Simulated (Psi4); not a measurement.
# BHF2 (SMILES FBF): a chain of runs

Wanted: a structure relaxation (HF-3c/MINIX), then the harmonic vibrations, then the energy (CCSD(T)/def2-TZVP) of BHF2. 

The results are computed with Psi4 1.11.

**1. Starting point**

BHF2: 4 atoms, total charge 0, spin state singlet. As SMILES, `FBF`. Geometry: relaxed at PBE0-D4/def2-TZVP (4 decimals). The run starts from this shape.

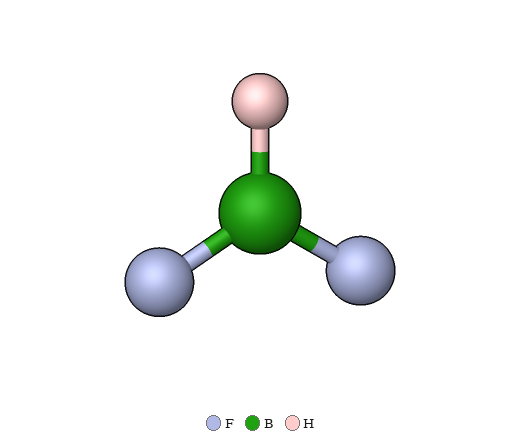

Viewed from a chosen angle; fluorine light blue, boron green, hydrogen pink.

**2. A structure relaxation at HF-3c/MINIX (density fitting) (run 1)**

bf2h.sdf reads:

```

     RDKit          3D

  4  3  0  0  0  0  0  0  0  0999 V2000
    1.1543    0.4569   -0.3619 F   0  0  0  0  0  0  0  0  0  0  0  0
   -0.0019   -0.0310    0.0252 B   0  0  0  0  0  0  0  0  0  0  0  0
   -1.0954    0.5287   -0.4389 F   0  0  0  0  0  0  0  0  0  0  0  0
   -0.0570   -0.9546    0.7756 H   0  0  0  0  0  0  0  0  0  0  0  0
  2  1  1  0
  3  2  1  0
  4  2  1  0
M  END
$$$$
```

job.py reads:

```python
import psi4
from rdkit import Chem

psi4.set_memory(1600000000)
psi4.set_num_threads(1)
psi4.set_output_file('run.log', False)

rd = Chem.SDMolSupplier('bf2h.sdf', removeHs=False, sanitize=False)[0]
xyz = rd.GetConformer().GetPositions()
atoms = '\n'.join(f'{a.GetSymbol()} {x:.4f} {y:.4f} {z:.4f}' for a, (x, y, z) in zip(rd.GetAtoms(), xyz))
mol = psi4.geometry('0 1\n' + atoms + '')

options = {'geom_maxiter': 60}
psi4.set_options(options)

E = psi4.optimize("HF-3C", molecule=mol)
print(f'total energy {E:.8f} hartree = {E * 27.211386:.5f} eV')
print(mol.to_string(dtype='xyz', units='Angstrom'))
```

Command:

```
$ python job.py
```

run.log:

```text
WARNING  [psi4.optking:38] Some dependencies such as QCElemental have not yet finished migration to pydantic v2. If issues are encountered please downgrade pydantic or upgrade QCElemental as appropriate
    			-----------------------------------------

    			 OPTKING 3.0: for geometry optimizations

    			        with contributions from

    			-----------------------------------------

		 -- Optimization Parameters --
	GEOM_MAXITER                   =              60
	ALG_GEOM_MAXITER               =              50
	PRINT                          =               1
	OPT_TYPE                       =             MIN
	STEP_TYPE                      =             RFO
	PROGRAM                        =            PSI4
	STEEPEST_DESCENT_TYPE          =         OVERLAP
	CONJUGATE_GRADIENT_TYPE        =        FLETCHER
	OPT_COORDINATES                =        INTERNAL
	RFO_FOLLOW_ROOT                =           False
	RFO_ROOT                       =               0
	ACCEPT_SYMMETRY_BREAKING       =           False
	DYNAMIC_LVL                    =               0
	DYNAMIC_LVL_MAX                =               0
	IRC_STEP_SIZE                  =             0.2
	IRC_DIRECTION                  =         FORWARD
	IRC_POINTS                     =              20
	IRC_MODE                       =          NORMAL
	IRC_CONVERGENCE                =            -0.7
	INTRAFRAG_STEP_LIMIT           =             0.5
	INTRAFRAG_STEP_LIMIT_MIN       =           0.001
	INTRAFRAG_STEP_LIMIT_MAX       =             1.0
	INTERFRAG_STEP_LIMIT           =             0.5
	INTERFRAG_STEP_LIMIT_MIN       =           0.001
	INTERFRAG_STEP_LIMIT_MAX       =             1.0
	ENSURE_BT_CONVERGENCE          =           False
	SIMPLE_STEP_SCALING            =           False
	CONSECUTIVE_BACKSTEPS          =               0
	RFO_NORMALIZATION_MAX          =             100
	RSRFO_ALPHA_MAX                =     100000000.0
	PRINT_TRAJECTORY_XYZ_FILE      =           False
	WRITE_TRAJECTORY               =           False
	FROZEN_DISTANCE                =
	FROZEN_BEND                    =
gradient() will perform analytic gradient computation.

   => Loading Basis Set <=

    Name: MINIX
    Role: ORBITAL
    Keyword: BASIS

   => HF3C: Empirical Dispersion <=

        s6 =       1.000000
        s8 =       0.877700
        a1 =       0.417100
        a2 =       2.914900

         ---------------------------------------------------------
                                   SCF
                              RHF Reference
                        1 Threads,   1525 MiB Core
         ---------------------------------------------------------

  ==> Geometry <==

    Molecular point group: c1
    Full point group: C1

    Geometry (in Angstrom), charge = 0, multiplicity = 1:

       Center              X                  Y                   Z               Mass
    ------------   -----------------  -----------------  -----------------  -----------------
         F            1.133492954853     0.108567733864    -0.078882533438    18.998403162730
         B           -0.022707045147    -0.379332266136     0.308217466562    11.009305360000
         F           -1.116207045147     0.180367733864    -0.155882533438    18.998403162730
         H           -0.077807045147    -1.302932266136     1.058617466562     1.007825032230

  Running in c1 symmetry.

  Rotational constants: A =      2.47849  B =      0.34987  C =      0.30659 [cm^-1]
  Rotational constants: A =  74303.28521  B =  10488.92031  C =   9191.42547 [MHz]
  Nuclear repulsion =   61.888554759542060

  Charge       = 0
  Multiplicity = 1
  Electrons    = 24
  Nalpha       = 12
  Nbeta        = 12

  ==> Algorithm <==

  SCF Algorithm Type is DF.
  DIIS enabled.
  MOM disabled.
  Fractional occupation disabled.
  Guess Type is SAD.
  Energy threshold   = 1.00e-08
  Density threshold  = 1.00e-08
  Integral threshold = 1.00e-12

  ==> Primary Basis <==

  Basis Set: MINIX
    Blend: MINIX
    Number of shells: 10
    Number of basis functions: 16
    Number of Cartesian functions: 16
    Spherical Harmonics?: true
    Max angular momentum: 1

   => Loading Basis Set <=

    Name: (MINIX AUX)
    Role: JKFIT
    Keyword: DF_BASIS_SCF

  ==> Integral Setup <==

  DFHelper Memory: AOs need 0.001 GiB; user supplied 1.118 GiB.
  SCF_SUBTYPE=INCORE selected. In-core MEM_DF algorithm will be used.
  Using in-core AOs.

  ==> MemDFJK: Density-Fitted J/K Matrices <==

    J tasked:                   Yes
    K tasked:                   Yes
    wK tasked:                   No
    Memory [MiB]:              1144
    Algorithm:                 Core
    Schwarz Cutoff:           1E-12
    Mask sparsity (%):       0.7812
    Fitting Condition:        1E-10

   => Auxiliary Basis Set <=

  Basis Set: (MINIX AUX)
    Blend: DEF2-UNIVERSAL-JKFIT
    Number of shells: 81
    Number of basis functions: 247
    Number of Cartesian functions: 295
    Spherical Harmonics?: true
    Max angular momentum: 4

  Minimum eigenvalue in the overlap matrix is 2.5854247057E-01.
  Reciprocal condition number of the overlap matrix is 1.3746316520E-01.
    Using symmetric orthogonalization.

  ==> Pre-Iterations <==

[... 21 lines left out ...]
INFO     [psi4.optking.displace:415] 	Successfully converged to displaced geometry.
[... 41 lines left out ...]
	                                 ==> Convergence Check <==
[... 6 lines left out ...]
	   Step    Total Energy     Delta E     Max Force     RMS Force      Max Disp      RMS Disp   ~
[... 6 lines left out ...]
INFO     [psi4.optking.stepAlgorithms:296] 	Convergence check returned False
[... 43 lines left out ...]
	                                 ==> Convergence Check <==
[... 6 lines left out ...]
	   Step    Total Energy     Delta E     Max Force     RMS Force      Max Disp      RMS Disp
[... 18 lines left out ...]
	Current energy:      -222.8556343894
[... 32 lines left out ...]
	Measures of convergence in internal coordinates in au.
[... 6 lines left out ...]
	  Convergence Criteria     1.00e-06 *    3.00e-04 *             o    1.20e-03 *             o
[... 47 lines left out ...]
	                                 ==> Convergence Check <==
[... 6 lines left out ...]
	   Step    Total Energy     Delta E     Max Force     RMS Force      Max Disp      RMS Disp
[... 18 lines left out ...]
	Current energy:      -222.8550623628
[... 32 lines left out ...]
	Measures of convergence in internal coordinates in au.
[... 6 lines left out ...]
	  Convergence Criteria     1.00e-06 *    3.00e-04 *             o    1.20e-03 *             o
[... 46 lines left out ...]
INFO     [psi4.optking.displace:415] 	Successfully converged to displaced geometry.
[... 41 lines left out ...]
	                                 ==> Convergence Check <==
[... 6 lines left out ...]
	   Step    Total Energy     Delta E     Max Force     RMS Force      Max Disp      RMS Disp
[... 6 lines left out ...]
INFO     [psi4.optking.stepAlgorithms:296] 	Convergence check returned False
[... 45 lines left out ...]
	                                 ==> Convergence Check <==
[... 6 lines left out ...]
	   Step    Total Energy     Delta E     Max Force     RMS Force      Max Disp      RMS Disp
[... 6 lines left out ...]
	                      ===> Final Convergence Report <===
[... 21 lines left out ...]
	 Step         Total Energy             Delta E       MAX Force       RMS Force        MAX Disp        RMS Disp   ~
[... 42 lines left out ...]
   @DF-RHF iter   0:  -222.85455190293752   -2.22855e+02   2.94784e-03
[... 1 line left out ...]
   @DF-RHF iter   2:  -222.85505996571652   -1.60110e-05   7.93365e-05 DIIS
[... 1 line left out ...]
   @DF-RHF iter   4:  -222.85506235454238   -2.30450e-07   4.24191e-06 DIIS
[... 1 line left out ...]
   @DF-RHF iter   6:  -222.85506236282995   -3.51150e-10   1.25097e-07 DIIS
[... 1 line left out ...]
   @DF-RHF iter   8:  -222.85506236283942   -4.83169e-13   6.94585e-09 DIIS
[... 19 lines left out ...]
    Final Occupation by Irrep:
[... 9 lines left out ...]
    Nuclear Repulsion Energy =             61.4045171114234236
[... 1 line left out ...]
    Two-Electron Energy =                 149.0616077107683850
[... 15 lines left out ...]
 Dipole X            :          0.0467270           -0.0684725           -0.0217455
[... 1 line left out ...]
 Dipole Z            :         -0.6976809            0.9469952            0.2493143
[... 103 lines left out ...]
	Measures of convergence in internal coordinates in au.
[... 6 lines left out ...]
	  Convergence Criteria     1.00e-06 *    3.00e-04 *             o    1.20e-03 *             o
[... 88 lines left out ...]
   @DF-RHF iter   0:  -222.85383349832432   -2.22854e+02   3.84811e-03
[... 1 line left out ...]
   @DF-RHF iter   2:  -222.85564117180155   -7.22687e-05   1.80465e-04 ADIIS/DIIS
[... 1 line left out ...]
   @DF-RHF iter   4:  -222.85565258621617   -5.69025e-08   4.59142e-06 DIIS
[... 1 line left out ...]
   @DF-RHF iter   6:  -222.85565259710123   -7.46013e-10   1.80933e-07 DIIS
[... 1 line left out ...]
   @DF-RHF iter   8:  -222.85565259712197   -6.53699e-13   4.25129e-09 DIIS
[... 4 lines left out ...]
    Final Occupation by Irrep:
[... 9 lines left out ...]
    Nuclear Repulsion Energy =             61.4645735599693026
[... 1 line left out ...]
    Two-Electron Energy =                 149.0970352433579933
[... 15 lines left out ...]
 Dipole X            :          0.0468375           -0.0685353           -0.0216978
[... 1 line left out ...]
 Dipole Z            :         -0.6389608            0.9329873            0.2940265
[... 82 lines left out ...]
	Measures of convergence in internal coordinates in au.
[... 6 lines left out ...]
	  Convergence Criteria     1.00e-06 *    3.00e-04 *             o    1.20e-03 *             o
[... 65 lines left out ...]
  ==> Iterations <==

                           Total Energy        Delta E     RMS |[F,P]|

   @DF-RHF iter   0:  -222.85572930461802   -2.22856e+02   1.29245e-04
   @DF-RHF iter   1:  -222.85565317246986    7.61321e-05   1.40138e-05 DIIS
   @DF-RHF iter   2:  -222.85565322999744   -5.75276e-08   5.09546e-06 DIIS
   @DF-RHF iter   3:  -222.85565323925846   -9.26102e-09   5.46782e-07 DIIS
   @DF-RHF iter   4:  -222.85565323934716   -8.87042e-11   1.54300e-07 DIIS
   @DF-RHF iter   5:  -222.85565323935816   -1.09992e-11   3.92054e-08 DIIS
   @DF-RHF iter   6:  -222.85565323935933   -1.16529e-12   5.72927e-09 DIIS
  Energy and wave function converged.

  ==> Post-Iterations <==

    Orbital Energies [Eh]
    ---------------------

    Doubly Occupied:

       1A    -26.019210     2A    -26.018768     3A     -7.738532
       4A     -1.625078     5A     -1.585631     6A     -0.781725
       7A     -0.718446     8A     -0.700457     9A     -0.675363
      10A     -0.600665    11A     -0.599478    12A     -0.529482

    Virtual:

      13A      0.173544    14A      0.500448    15A      0.562360
      16A      0.733950

    Final Occupation by Irrep:
              A
    DOCC [    12 ]
    NA   [    12 ]
    NB   [    12 ]

  @DF-RHF Final Energy:  -222.85565323935933

   => Energetics <=

    Nuclear Repulsion Energy =             61.4775412880539918
    One-Electron Energy =                -433.4008145000386776
    Two-Electron Energy =                 149.1075733725745636
    Total Energy =                       -222.8556532393593272

Computation Completed

Properties will be evaluated at   0.000000,   0.000000,   0.000000 [a0]

Properties computed using the SCF density matrix

 Multipole Moments:

 ------------------------------------------------------------------------------------
     Multipole            Electronic (a.u.)      Nuclear  (a.u.)        Total (a.u.)
 ------------------------------------------------------------------------------------

 L = 1.  Multiply by 2.5417464519 to convert [e a0] to [Debye]
 Dipole X            :          0.0468582           -0.0685351           -0.0216769
 Dipole Y            :          0.7844059           -1.1472258           -0.3628199
 Dipole Z            :         -0.6376525            0.9325711            0.2949186
 Magnitude           :                                                    0.4680653

 ------------------------------------------------------------------------------------

	total time  =          0 seconds =       0.00 minutes

         ------------------------------------------------------------
                                   SCF GRAD
         ------------------------------------------------------------

  ==> Geometry <==

    Molecular point group: c1
    Full point group: C1

    Geometry (in Angstrom), charge = 0, multiplicity = 1:

       Center              X                  Y                   Z               Mass
    ------------   -----------------  -----------------  -----------------  -----------------
         F            1.136759670272     0.111408629688    -0.081216451046    18.998403162730
         B           -0.023166523522    -0.387778230212     0.315214245292    11.009305360000
         F           -1.119146885006     0.183408921033    -0.158433843888    18.998403162730
         H           -0.078949679924    -1.321552548399     1.074276790467     1.007825032230

  Nuclear repulsion =   61.477541288053992

   => Auxiliary Basis Set <=

  Basis Set: (MINIX AUX)
    Blend: DEF2-UNIVERSAL-JKFIT
    Number of shells: 81
    Number of basis functions: 247
    Number of Cartesian functions: 295
    Spherical Harmonics?: true
    Max angular momentum: 4

  -Total Gradient:
     Atom            X                  Y                   Z
    ------   -----------------  -----------------  -----------------
       1        0.000002483166     0.000002941183    -0.000001589006
       2       -0.000001161071    -0.000002716864    -0.000000254042
       3       -0.000001258588     0.000002733982    -0.000001451406
       4       -0.000000063507    -0.000002958301     0.000003294454

	total time  =          0 seconds =       0.00 minutes

    			-----------------------------------------

    			 OPTKING 3.0: for geometry optimizations

    			        with contributions from

    			-----------------------------------------

	                            ===> Fragment 1 <==

	 Z (Atomic Numbers)          Masses                          Geom
	       9.000000            18.998403          2.14816445  0.21053180 -0.15347685
	       5.000000            11.009305         -0.04377838 -0.73279465  0.59566859
	       9.000000            18.998403         -2.11488111  0.34659263 -0.29939657
	       1.000000             1.007825         -0.14919327 -2.49737238  2.03008892

	 - Coordinate -           - BOHR/RAD -       - ANG/DEG -
	 R(1,2)           =         2.501139           1.323546
	 R(2,3)           =         2.501137           1.323545
	 R(2,4)           =         2.276490           1.204667
[... 5 lines of this table left out ...]
	 O(4,2,1,3)       =         0.000014           0.000813

	        --- Internal Coordinate Step in ANG or DEG, aJ/ANG or AJ/DEG ---
	-------------------------------------------------------------------------------
	           Coordinate      Previous         Force          Change          New
	           ----------      --------        ------          ------        ------
	               R(1,2)       1.32355       -0.00003       -0.00000       1.32354
	               R(2,3)       1.32354       -0.00002       -0.00000       1.32354
	               R(2,4)       1.20467       -0.00004       -0.00001       1.20466
[... 5 lines of this table left out ...]
	           O(4,2,1,3)       0.00081       -0.00000       -0.00081       0.00000
	-------------------------------------------------------------------------------

	                                 ==> Convergence Check <==

	Measures of convergence in internal coordinates in au.

	Criteria marked as inactive (o), active & met (*), and active & unmet ( ).

	----------------------------------------------------------------------------------------------
	   Step    Total Energy     Delta E     Max Force     RMS Force      Max Disp      RMS Disp
	----------------------------------------------------------------------------------------------
	  Convergence Criteria     1.00e-06 *    3.00e-04 *             o    1.20e-03 *             o
	----------------------------------------------------------------------------------------------
	     7    -222.85565324   -6.42e-07 *    4.37e-06 *    2.46e-06 o    1.47e-05 *    1.15e-05 o  ~
	----------------------------------------------------------------------------------------------

Next Geometry in Ang
	Fragment 1 (Ang)

	    F   1.1367612721   0.1114026156  -0.0812134476
	    B  -0.0231658984  -0.3877727198   0.3152157510
	    F  -1.1191492320   0.1834028156  -0.1584307987
	    H  -0.0789495599  -1.3215459393   1.0742692361

    Final optimized geometry and variables:
    Molecular point group: c1
    Full point group: C1

    Geometry (in Angstrom), charge = 0, multiplicity = 1:

    F            1.136759670272     0.111408629688    -0.081216451046
    B           -0.023166523522    -0.387778230212     0.315214245292
    F           -1.119146885006     0.183408921033    -0.158433843888
    H           -0.078949679924    -1.321552548399     1.074276790467

[set-up sections that repeat, and orbital energies of the middle runs, are left out above]
```

On the terminal:

```text
Optimizer: Optimization complete!
total energy -222.85565324 hartree = -6064.21120 eV
4
0 1 BF2H
F                     1.136759670272     0.111408629688    -0.081216451046
B                    -0.023166523522    -0.387778230212     0.315214245292
F                    -1.119146885006     0.183408921033    -0.158433843888
H                    -0.078949679924    -1.321552548399     1.074276790467
```

Wall time 4.2 s (1 thread of Intel Xeon 6975P-C (Granite Rapids), shared host); peak memory 0.24 GiB.

Step by step:

```tsv
step	energy from the first frame kept (eV)	largest force (eV/Å)
0	0.0000	0.5684
1	-0.0093	0.2455
2	-0.0093	0.1270
3	0.0368	2.0704
4	0.0063	0.8719
5	-0.0098	0.0345
6	-0.0098	0.0002
```

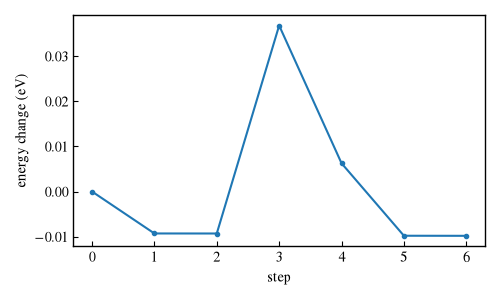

Energy along the run.

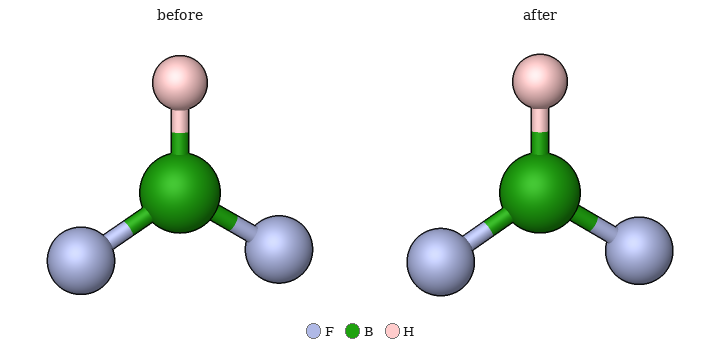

Before and after, at one scale.

After the run. Bond lengths: F1–B2 1.324 Å, B2–F3 1.324 Å, B2–H4 1.205 Å. Angles: F1–B2–F3 117.1°, F1–B2–H4 121.4°, F3–B2–H4 121.4°.

(Part 1 of 2 ends here.)
